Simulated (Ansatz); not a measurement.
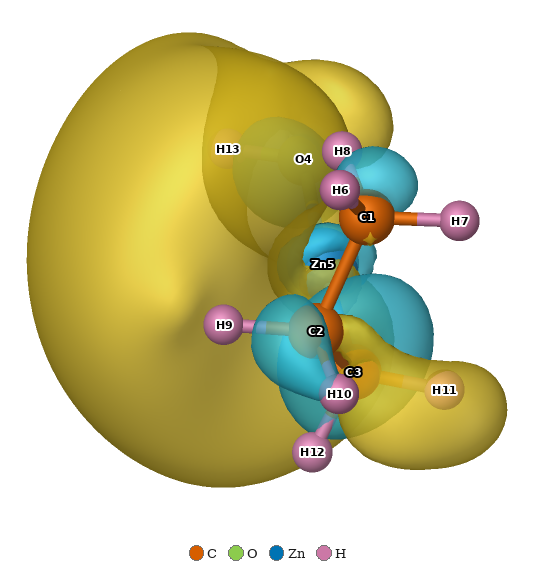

Figure. C3H8OZn. The LUMO at ±0.06 Å⁻³ᐟ² (yellow and cyan are the two phases), seen at an oblique angle.

Geometry: B3LYP/6-31G*.

Method: isolated molecule in a Gaussian basis; Kohn-Sham density functional theory, functional PBE0 in Ansatz.

Input file:

```
crystal:
  periodic: [false, false, false]
  atoms:
    - {symbol: C, position_ang: [-1.064619, -0.894253, 0.272237]}
    - {symbol: C, position_ang: [-2.083368, 0.249594, 0.282140]}
    - {symbol: C, position_ang: [-1.431590, 1.641767, 0.248890]}
    - {symbol: O, position_ang: [1.072148, 2.067305, 2.909450]}
    - {symbol: Zn, position_ang: [-0.173825, 1.886617, 1.671251]}
    - {symbol: H, position_ang: [-1.549529, -1.876917, 0.286243]}
    - {symbol: H, position_ang: [-0.426284, -0.847865, -0.619006]}
    - {symbol: H, position_ang: [-0.404350, -0.835944, 1.149926]}
    - {symbol: H, position_ang: [-2.718461, 0.156059, 1.174021]}
    - {symbol: H, position_ang: [-2.758148, 0.132462, -0.579021]}
    - {symbol: H, position_ang: [-0.911604, 1.783974, -0.708975]}
    - {symbol: H, position_ang: [-2.199618, 2.424374, 0.292948]}
    - {symbol: H, position_ang: [0.757532, 2.215931, 3.812482]}
basis:
  gaussian:
    orbitals: def2-SVPD
output: {forces: true, orbitals: {seedname: orbitals}}
hamiltonian:
  xc: {name: PBE0}
```

Launched as:

```sh
ansatz run input.yaml --threads 2 --pin off --max-ram 4350MiB --events-out events.jsonl --progress --plain --runs-dir runs
```

> Where does this orbital lie, and at what energy?

It lies mainly on Zn5 (about 55 %), H13 (about 15 %), O4 (about 10 %) and C3 (about 10 %). Its energy is −0.40 eV.
